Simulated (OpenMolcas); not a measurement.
Single-point calculation of C2H5Br (part 3 of 3)

Continued. System: C2H5Br, multiplicity 3. Method: r2SCAN/6-31G*, UKS (OpenMolcas 26.06). The geometry is that of the parent species in another charge or spin state. The geometry comes from this level: PBE0-D4/def2-TZVP.

Geometry of the input (Å):
```
C  -0.4291  0.5901  -0.3288
C  0.2430  -0.6392  0.2225
Br 1.9945  -0.2234  0.9724
H  -1.4062  0.3164  -0.7393
H  0.1629  1.0404  -1.1267
H  -0.5828  1.3393  0.4490
H  0.4288  -1.3903  -0.5425
H  -0.3189  -1.0906  1.0376
```

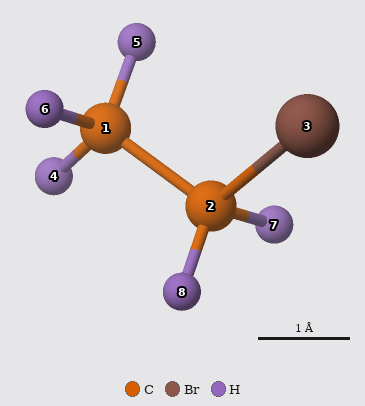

Figure 1. The structure as given in the input (ball-and-stick view, seen at a tilt; atoms are numbered from 1 in the order of the input).

**Log, continued**
```
   29    0.1465    0.0000          9 C1     2pz    ( 0.561),    23 C2     2pz    ( 0.791),    64 H5     1s     ( 0.898),    66 H6     1s     (-0.898),
                                  68 H7     1s     ( 1.061),    70 H8     1s     (-1.061),

   30    0.1514    0.0000          3 C1     1s     (-2.062),    17 C2     1s     ( 1.695),    64 H5     1s     ( 1.074),    66 H6     1s     ( 1.074),

   31    0.1762    0.0000          5 C1     2px    (-1.108),    62 H4     1s     (-1.811),

   32    0.1896    0.0000          9 C1     2pz    (-1.161),    23 C2     2pz    ( 1.110),    64 H5     1s     (-1.208),    66 H6     1s     ( 1.208),
                                  68 H7     1s     ( 1.086),    70 H8     1s     (-1.086),

   33    0.2122    0.0000          3 C1     1s     (-1.348),     7 C1     2py    ( 1.281),    17 C2     1s     ( 1.205),    21 C2     2py    ( 1.550),

--

++    Molecular charges:
      ------------------

      Mulliken charges per centre and basis function type
      ---------------------------------------------------

                            C1                      C2                      BR3                     H4                      H5                      H6
                     alpha        beta       alpha        beta       alpha        beta       alpha        beta       alpha        beta       alpha        beta
      1s           1.6519      1.6660      1.7179      1.6268      3.9793      3.9787      0.4192      0.4024      0.4210      0.4037      0.4210      0.4037
      2px          0.5332      0.5414      0.7326      0.3529      3.0470      2.5906      0.0000      0.0000      0.0000      0.0000      0.0000      0.0000
      2pz          0.5344      0.5416      0.5811      0.4748      3.0042      2.2554      0.0000      0.0000      0.0000      0.0000      0.0000      0.0000
      2py          0.4941      0.5132      0.5245      0.4819      2.9936      2.9490      0.0000      0.0000      0.0000      0.0000      0.0000      0.0000
      3d2+         0.0047      0.0031      0.0034      0.0031      1.0275      1.0054      0.0000      0.0000      0.0000      0.0000      0.0000      0.0000
      3d1+         0.0043      0.0032      0.0038      0.0035      1.0297      1.0054      0.0000      0.0000      0.0000      0.0000      0.0000      0.0000
      3d0          0.0014      0.0014      0.0020      0.0014      1.0092      1.0020      0.0000      0.0000      0.0000      0.0000      0.0000      0.0000
      3d1-         0.0053      0.0048      0.0057      0.0050      1.0020      1.0012      0.0000      0.0000      0.0000      0.0000      0.0000      0.0000
      3d2-         0.0032      0.0025      0.0031      0.0038      1.0104      1.0036      0.0000      0.0000      0.0000      0.0000      0.0000      0.0000
      Total        3.2325      3.2773      3.5741      2.9532     18.1029     16.7913      0.4192      0.4024      0.4210      0.4037      0.4210      0.4037
      Total              6.5098                  6.5273                 34.8942                  0.8216                  0.8247                  0.8247

      Charge           -0.5098                 -0.5273                  0.1058                  0.1784                  0.1753                  0.1753

                            H7                      H8
                     alpha        beta       alpha        beta
      1s           0.4147      0.3842      0.4147      0.3842
      2px          0.0000      0.0000      0.0000      0.0000
      2pz          0.0000      0.0000      0.0000      0.0000
      2py          0.0000      0.0000      0.0000      0.0000
      3d2+         0.0000      0.0000      0.0000      0.0000
      3d1+         0.0000      0.0000      0.0000      0.0000
      3d0          0.0000      0.0000      0.0000      0.0000
      3d1-         0.0000      0.0000      0.0000      0.0000
      3d2-         0.0000      0.0000      0.0000      0.0000
      Total        0.4147      0.3842      0.4147      0.3842
      Total              0.7989                  0.7989

      Charge            0.2011                  0.2011

      Total electronic charge=   52.000000

      Total            charge=   -0.000000
--

++    Molecular orbitals:
      -------------------

      Title: Natural orbitals

      Molecular orbitals for symmetry species 1: a

      Basis set list:
        1 C1     1s                 15 C2     1s                 29 BR3    1s                 43 BR3    2pz                57 BR3    3d1+
        2 C1     1s                 16 C2     1s                 30 BR3    1s                 44 BR3    2pz                58 BR3    3d2+
        3 C1     1s                 17 C2     1s                 31 BR3    1s                 45 BR3    2pz                59 BR3    3d2+
        4 C1     2px                18 C2     2px                32 BR3    1s                 46 BR3    3d2-               60 BR3    3d2+
        5 C1     2px                19 C2     2px                33 BR3    1s                 47 BR3    3d2-               61 H4     1s
        6 C1     2py                20 C2     2py                34 BR3    2px                48 BR3    3d2-               62 H4     1s
        7 C1     2py                21 C2     2py                35 BR3    2px                49 BR3    3d1-               63 H5     1s
        8 C1     2pz                22 C2     2pz                36 BR3    2px                50 BR3    3d1-               64 H5     1s
        9 C1     2pz                23 C2     2pz                37 BR3    2px                51 BR3    3d1-               65 H6     1s
       10 C1     3d2-               24 C2     3d2-               38 BR3    2py                52 BR3    3d0                66 H6     1s
       11 C1     3d1-               25 C2     3d1-               39 BR3    2py                53 BR3    3d0                67 H7     1s
       12 C1     3d0                26 C2     3d0                40 BR3    2py                54 BR3    3d0                68 H7     1s
       13 C1     3d1+               27 C2     3d1+               41 BR3    2py                55 BR3    3d1+               69 H8     1s
       14 C1     3d2+               28 C2     3d2+               42 BR3    2pz                56 BR3    3d1+               70 H8     1s

  Index Energy  Occupation Coefficients ...

    1 -482.2252    2.0000         29 BR3    1s     ( 0.996),

    2  -62.3432    2.0000         30 BR3    1s     ( 1.038),

    3  -56.1290    2.0000         42 BR3    2pz    ( 0.887),

    4  -56.1226    2.0000         34 BR3    2px    ( 0.895),

    5  -56.1241    2.0000         38 BR3    2py    ( 0.956),

    6  -10.0269    2.0000          1 C1     1s     ( 0.996),

    7   -6.3953    2.0000         39 BR3    2py    ( 1.029),

    8   -7.9689    2.0000         31 BR3    1s     (-0.942),

    9   -6.9027    2.0000         31 BR3    1s     (-0.488),    35 BR3    2px    (-0.855),

   10   -6.4515    2.0000         43 BR3    2pz    ( 0.954),

   11   -9.1196    2.0000         15 C2     1s     (-0.940),

   12   -3.3515    2.0000         15 C2     1s     ( 0.284),    46 BR3    3d2-   (-0.268),    49 BR3    3d1-   (-0.324),    52 BR3    3d0    (-0.258),
                                  58 BR3    3d2+   (-0.494),    59 BR3    3d2+   (-0.255),

   13   -2.8627    2.0000         46 BR3    3d2-   (-0.573),    47 BR3    3d2-   (-0.296),    58 BR3    3d2+   ( 0.321),

   14   -2.5741    2.0000         52 BR3    3d0    (-0.411),    55 BR3    3d1+   ( 0.523),    56 BR3    3d1+   ( 0.270),

   15   -0.7045    2.0000          1 C1     1s     (-0.177),     2 C1     1s     ( 0.350),     3 C1     1s     ( 0.345),

   16   -2.5444    2.0000         46 BR3    3d2-   ( 0.317),    49 BR3    3d1-   (-0.611),    50 BR3    3d1-   (-0.316),

   17   -2.5634    2.0000         52 BR3    3d0    ( 0.447),    55 BR3    3d1+   ( 0.475),    56 BR3    3d1+   ( 0.246),    58 BR3    3d2+   (-0.307),

   18   -0.4152    2.0000          8 C1     2pz    ( 0.390),     9 C1     2pz    ( 0.202),    63 H5     1s     (-0.234),    65 H6     1s     ( 0.234),

   19   -0.3641    2.0000          4 C1     2px    (-0.344),     5 C1     2px    (-0.182),     6 C1     2py    (-0.236),    61 H4     1s     ( 0.276),
                                  62 H4     1s     ( 0.225),

   20   -0.3102    1.9999         40 BR3    2py    ( 0.765),

   21   -0.4972    1.9998         16 C2     1s     ( 0.227),    17 C2     1s     ( 0.230),    20 C2     2py    (-0.323),    67 H7     1s     ( 0.210),
                                  69 H8     1s     ( 0.210),

   22   -0.3879    1.9997         22 C2     2pz    ( 0.360),    23 C2     2pz    ( 0.204),    44 BR3    2pz    ( 0.225),    67 H7     1s     (-0.222),
                                  69 H8     1s     ( 0.222),

   23   -0.4476    1.9997          6 C1     2py    (-0.330),    16 C2     1s     ( 0.223),    17 C2     1s     ( 0.208),    18 C2     2px    (-0.170),
                                  20 C2     2py    ( 0.262),

   24   -0.6834    1.9993         32 BR3    1s     ( 0.842),

   25   -0.5295    1.9989         32 BR3    1s     ( 0.296),    36 BR3    2px    ( 0.528),

   26   -0.2591    1.0000         44 BR3    2pz    ( 0.725),

   27   -0.0303    1.0000         17 C2     1s     (-0.770),    19 C2     2px    (-0.560),    33 BR3    1s     ( 0.398),    36 BR3    2px    (-0.488),
                                  37 BR3    2px    (-0.658),

   28    0.7543    0.0011         16 C2     1s     (-0.975),    17 C2     1s     ( 1.502),    18 C2     2px    (-0.752),    19 C2     2px    ( 0.821),

   29    0.5516    0.0007         17 C2     1s     ( 0.402),    19 C2     2px    ( 0.489),    37 BR3    2px    ( 0.549),    51 BR3    3d1-   ( 0.335),
                                  54 BR3    3d0    ( 0.635),    57 BR3    3d1+   (-0.479),    60 BR3    3d2+   ( 0.377),

   30    0.4854    0.0003          3 C1     1s     (-0.804),    17 C2     1s     ( 1.014),

   31    0.5565    0.0003         22 C2     2pz    ( 0.800),    23 C2     2pz    (-0.714),    44 BR3    2pz    ( 0.525),    45 BR3    2pz    (-0.481),

   32    0.7303    0.0002          3 C1     1s     ( 0.599),    17 C2     1s     (-1.096),    19 C2     2px    ( 0.750),    68 H7     1s     ( 0.608),
                                  70 H8     1s     ( 0.608),

   33    0.4314    0.0001          3 C1     1s     (-0.612),    21 C2     2py    ( 0.743),    40 BR3    2py    (-1.040),    41 BR3    2py    ( 1.016),

   34    0.3116    0.0000          7 C1     2py    (-1.175),    17 C2     1s     (-1.412),    64 H5     1s     ( 0.790),    66 H6     1s     ( 0.790),

   35    0.3168    0.0000          9 C1     2pz    (-0.838),    64 H5     1s     (-0.961),    66 H6     1s     ( 0.961),

   36    0.6127    0.0000         54 BR3    3d0    ( 0.637),    57 BR3    3d1+   ( 0.674),    60 BR3    3d2+   (-0.435),

   37    0.5484    0.0000         48 BR3    3d2-   ( 0.433),    51 BR3    3d1-   (-0.832),

   38    0.6860    0.0000          3 C1     1s     (-1.126),     5 C1     2px    ( 0.682),    61 H4     1s     ( 0.826),

   39    1.6049    0.0000         17 C2     1s     (-3.570),

   40    0.7255    0.0000         48 BR3    3d2-   ( 0.686),    60 BR3    3d2+   (-0.348),

   41    1.2202    0.0000         17 C2     1s     ( 1.202),    32 BR3    1s     (-0.822),    33 BR3    1s     (-0.791),

   42    1.5831    0.0000          3 C1     1s     (-2.171),    17 C2     1s     ( 3.630),

   43    0.3958    0.0000          9 C1     2pz    (-0.647),    44 BR3    2pz    ( 0.778),    45 BR3    2pz    (-0.978),    64 H5     1s     (-0.838),
                                  66 H6     1s     ( 0.839),

   44    2.4192    0.0000         17 C2     1s     ( 0.762),    33 BR3    1s     ( 0.923),    36 BR3    2px    ( 0.789),    37 BR3    2px    (-1.268),

   45    3.8328    0.0000         17 C2     1s     ( 1.104),    19 C2     2px    ( 0.770),    33 BR3    1s     (-1.438),    59 BR3    3d2+   ( 0.746),

   46    3.5154    0.0000         17 C2     1s     (-0.822),    21 C2     2py    ( 0.521),    46 BR3    3d2-   (-0.520),    47 BR3    3d2-   ( 0.798),
                                  59 BR3    3d2+   (-0.424),    68 H7     1s     ( 0.427),    70 H8     1s     ( 0.427),

   47    1.8126    0.0000          3 C1     1s     (-3.694),    17 C2     1s     ( 2.007),

   48    2.6463    0.0000          3 C1     1s     (-0.966),     5 C1     2px    (-0.721),    17 C2     1s     ( 1.269),    21 C2     2py    ( 0.732),
                                  32 BR3    1s     ( 1.039),    33 BR3    1s     ( 1.316),    37 BR3    2px    (-0.711),

   49    4.7576    0.0000         52 BR3    3d0    ( 0.504),    53 BR3    3d0    (-0.746),    55 BR3    3d1+   ( 0.529),    56 BR3    3d1+   (-0.784),
                                  59 BR3    3d2+   ( 0.505),

   50    1.5886    0.0000          3 C1     1s     (-2.297),    21 C2     2py    ( 1.758),

   51    1.3201    0.0000          3 C1     1s     (-2.010),     5 C1     2px    (-1.361),

   52    0.6911    0.0000          3 C1     1s     ( 1.121),     5 C1     2px    ( 0.982),    21 C2     2py    (-1.573),    62 H4     1s     ( 1.565),

   53    0.5869    0.0000         23 C2     2pz    ( 2.443),    68 H7     1s     ( 1.740),    70 H8     1s     (-1.753),

   54    0.7568    0.0000          3 C1     1s     ( 1.689),     5 C1     2px    ( 1.289),    17 C2     1s     (-1.128),

   55    1.3306    0.0000          3 C1     1s     (-1.715),    17 C2     1s     ( 1.898),

   56    1.3679    0.0000          3 C1     1s     ( 0.640),     5 C1     2px    (-0.718),    62 H4     1s     (-1.257),

   57    1.4318    0.0000          3 C1     1s     (-1.191),     5 C1     2px    ( 0.820),    62 H4     1s     ( 1.469),

   58    0.7329    0.0000          9 C1     2pz    ( 2.163),    64 H5     1s     ( 1.572),    66 H6     1s     (-1.564),

   59    0.8210    0.0000         23 C2     2pz    ( 0.611),    63 H5     1s     (-0.630),    64 H5     1s     ( 0.632),    65 H6     1s     ( 0.690),
                                  66 H6     1s     (-0.868),    68 H7     1s     ( 0.770),    70 H8     1s     (-0.734),

   60    1.6230    0.0000          3 C1     1s     (-3.587),    17 C2     1s     ( 2.209),

   61    0.9356    0.0000          2 C1     1s     (-1.111),     3 C1     1s     ( 2.055),     7 C1     2py    ( 1.445),    64 H5     1s     (-1.212),
                                  66 H6     1s     (-1.140),

   62    1.4561    0.0000          7 C1     2py    ( 1.342),    17 C2     1s     ( 2.150),

   63    1.2243    0.0000          3 C1     1s     (-2.049),    21 C2     2py    ( 1.432),    70 H8     1s     ( 1.039),

   64    2.2508    0.0000         10 C1     3d2-   (-0.362),    11 C1     3d1-   ( 0.721),    25 C2     3d1-   ( 0.659),    63 H5     1s     ( 0.413),
                                  65 H6     1s     (-0.407),    69 H8     1s     ( 0.365),

   65    1.7979    0.0000          3 C1     1s     ( 0.799),     7 C1     2py    (-0.971),    13 C1     3d1+   ( 0.582),    61 H4     1s     (-0.593),

   66    1.5220    0.0000         23 C2     2pz    ( 1.069),    26 C2     3d0    ( 0.569),

   67    2.2325    0.0000          9 C1     2pz    ( 0.388),    11 C1     3d1-   ( 0.613),    13 C1     3d1+   ( 0.471),    14 C1     3d2+   (-0.368),
                                  25 C2     3d1-   (-0.560),    63 H5     1s     ( 0.547),    65 H6     1s     (-0.546),    67 H7     1s     ( 0.377),
                                  69 H8     1s     (-0.362),

--

++    Molecular properties:
      ---------------------

      Charge (e):
                      =   -0.0000
      Dipole Moment (debye):
      Origin of the operator (angstrom)=    1.4213   -0.1668    0.6904
                   X= -9.7037E-01               Y= -3.1896E-01               Z= -3.9878E-01           Total=  1.0965E+00
      Quadrupole Moment (debye*angstrom):
      Origin of the operator (angstrom)=    1.4213   -0.1668    0.6904
                  XX= -3.3554E+01              XY= -3.1722E-02              XZ= -1.7368E+00              YY= -3.2612E+01
                  YZ=  5.0645E-01              ZZ= -3.0789E+01
      In traceless form (debye*angstrom)
                  XX= -1.8539E+00              XY= -4.7584E-02              XZ= -2.6052E+00              YY= -4.4022E-01
                  YZ=  7.5967E-01              ZZ=  2.2941E+00
--

--- Stop Module: scf /rc=_RC_ALL_IS_WELL_ ---
--- Module scf spent 52 seconds ---

.##################.
.# Happy landing! #.
.##################.

    Timing: Wall=54.25 User=49.66 System=4.53
```

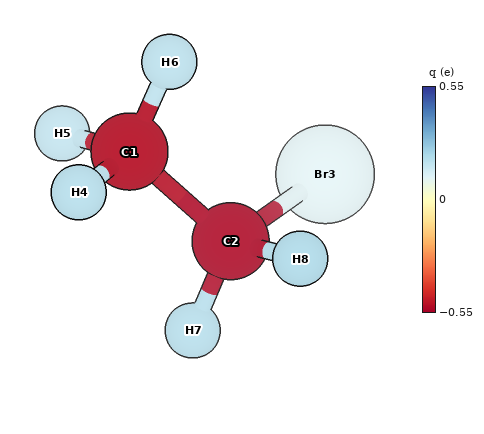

Figure 2. Mulliken charges, as the colour of each atom (ball-and-stick view, seen at a tilt; atoms are numbered from 1 in the order of the input). By element: C −0.53 to −0.51, Br +0.11 and H +0.18 to +0.20 e.
